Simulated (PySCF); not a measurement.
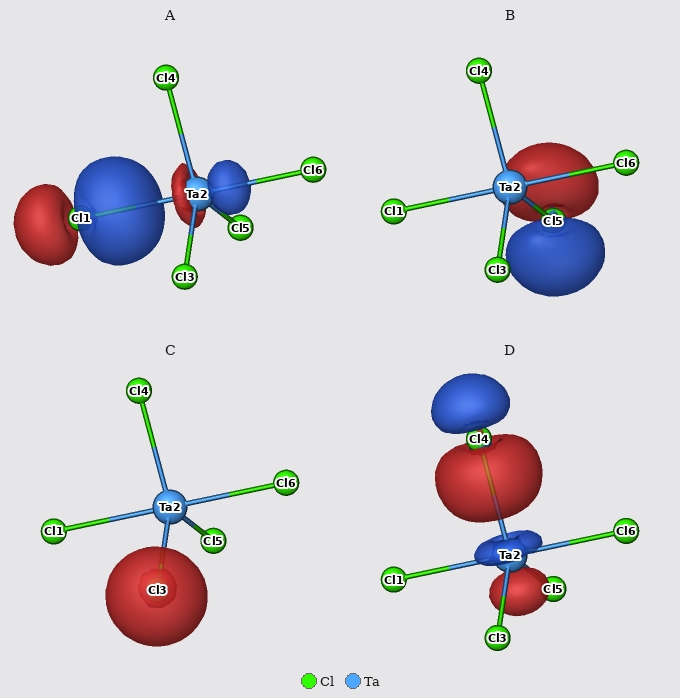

Cl5Ta, SMILES `Cl[Ta](Cl)(Cl)(Cl)Cl`. Pipek–Mezey orbitals, occupied; each surface holds about 70 % of the orbital's density. Energies are diagonal elements of the Fock matrix.

PySCF calculation, PBE/def2-SVP, gas phase; geometry: GFN2-xTB. Core potentials replace the inner electrons of Ta; spin–orbit coupling isn't included. This is a single-reference result, which may miss multireference character in this system. No frequency check shows the geometry to be a minimum. GFN2-xTB bond lengths at metals and heavier atoms can be off by up to 0.1 Å and shapes distorted, which carries into these values.

Geometry (Å), atoms numbered from 1:

```
Cl1      2.3099    0.0015   -0.0006
Ta2     -0.0000    0.0000    0.0001
Cl3      0.0020   -2.1820   -0.5821
Cl4     -0.0020    1.5952   -1.5985
Cl5      0.0000    0.5868    2.1808
Cl6     -2.3099   -0.0017    0.0002
```

> Identify each orbital.

By panel:
- A: σ bond Cl1–Ta2 (Cl1 76 %, Ta2 24 %; −11.3 eV)
- B: lone pair on Cl5 (p-type) (Cl5 95 %, Ta2 5 %; −9.3 eV)
- C: lone pair on Cl3 (s-type) (Cl3 98 %; −19.6 eV)
- D: σ bond Cl4–Ta2 (Cl4 71 %, Ta2 28 %; −12.2 eV)
